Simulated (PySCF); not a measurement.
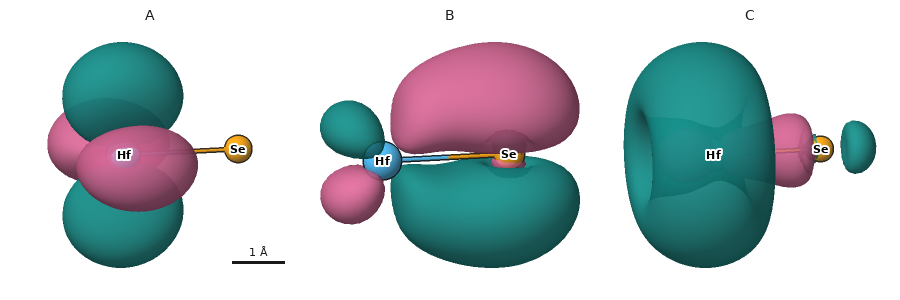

The picture shows: HfSe. Three frontier orbitals, each drawn at the value that holds 80 % of its norm (teal and pink are the two phases), in no order; of a degenerate pair one member is drawn.

Core potentials replace the inner electrons of Hf.

Theory: PySCF, PBE0/def2-TZVPP, non-relativistic Hamiltonian with scalar-relativistic core potentials where named, at a bond length of 2.303 Å.

Q: Name the orbitals and rank them from lowest to highest energy.

A: Orbital B: π, occupied, −7.12 eV; mainly on Se (75 %).
Orbital C: σ, occupied, −5.70 eV; mainly on Hf (90 %).
Orbital A: δ, empty, −2.59 eV; almost wholly on Hf.
